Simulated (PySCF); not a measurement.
Consider C$_{5}$H$_{6}$BN.

The calculation's input:

```
{"job": {"kind": "nmr", "xc": "PBE0", "basis": "pcSseg-1"}, "charge": 0, "multiplicity": 1}
B     -2.683026     0.837127     0.181953
N     -1.638353    -0.011608     0.469954
C     -0.811736    -0.735947    -0.478484
C      0.590244    -0.393438    -0.336603
C      1.740063    -0.078577    -0.147725
C      3.045196     0.257357     0.029267
C      4.199939     0.556102     0.194603
H     -3.250412     1.347764     1.069916
H     -2.982971     1.016012    -0.936866
H     -1.348250    -0.178660     1.423584
H     -1.146463    -0.488305    -1.490652
H     -0.924264    -1.821906    -0.331306
H      5.205645     0.815974     0.334632
```

Command:

```sh
OMP_NUM_THREADS=1 python probes_run.py task.json out
```

Geometry: GFN2-xTB.

The calculation used PBE0/pcSseg-1, SCF density, gas phase, non-relativistic in PySCF 2.14.0.

**What will maps of the electron density and electron localisation function show?**

C–C (1.20 Å): ρ is about 2.7 e/Å³ halfway; the ELF peaks at about 0.85 between the atoms; a short, multiple covalent bond.
C–N (1.45 Å): the density is about 1.9 e/Å³ at the midpoint; the ELF peaks at about 0.95 between the atoms, as expected for a shared electron pair.
C–C (1.36 Å): ρ is about 2.1 e/Å³ halfway; the ELF peaks at about 0.95 between the atoms: localised, covalent bonding.
C–H (1.05 Å): ρ at the midpoint is about 2.2 e/Å³; the ELF climbs to about 1 towards the hydrogen, as it does in any bond to H (an ordinary covalent bond to hydrogen).

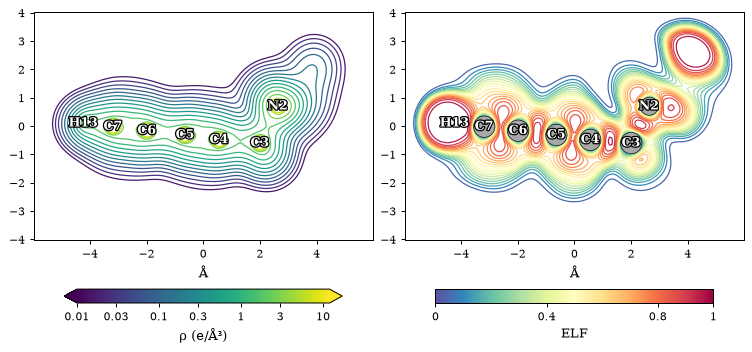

Computed electron density and electron localisation function on the plane of atoms N2, C3 and C4, in this order. Grey discs cover the atomic cores in the ELF map. 
